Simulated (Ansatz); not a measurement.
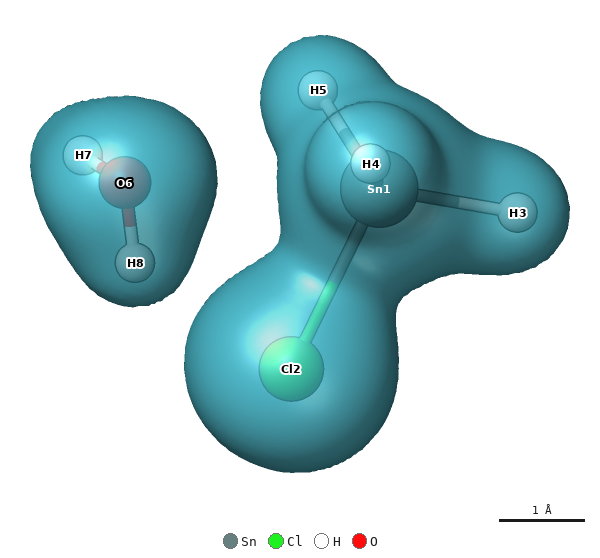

Figure. ClH3Sn···H2O. Isosurface of the electron density at 0.2 e/Å³ (cyan), seen across its widest extent.

Core potentials replace the inner electrons of Sn.

Theory: Ansatz 0.2.0, RKS B3LYP/def2-SVP.

```xyz
8

Sn    0.2613    0.0407   -0.1270
Cl    0.1801   -0.1228    2.2740
H     1.9565    0.0287   -0.4334
H    -0.4367    1.5312   -0.5769
H    -0.4622   -1.3697   -0.7697
O    -2.6678    0.0366    0.8674
H    -2.9870   -0.8773    0.8673
H    -2.1884    0.1030    1.7102
```

What does this surface tell about the bonding?

Answer. At this value the surface falls into two separate pieces. It bridges the sampled Sn–Cl (2.41 Å), O–H (0.97 Å) and Sn–H (1.71 Å) contacts, where the density stays above the isovalue. It is pinched off along the sampled Sn···O (3.09 Å) contacts. On the grid the lowest density along these lines, outside the cores, is 0.09 e/Å³ (Sn···O, 3.09 Å), 0.47 e/Å³ (Sn–Cl, 2.41 Å), 2.4 e/Å³ (O–H, 0.97 Å) and 0.75 e/Å³ (Sn–H, 1.71 Å).
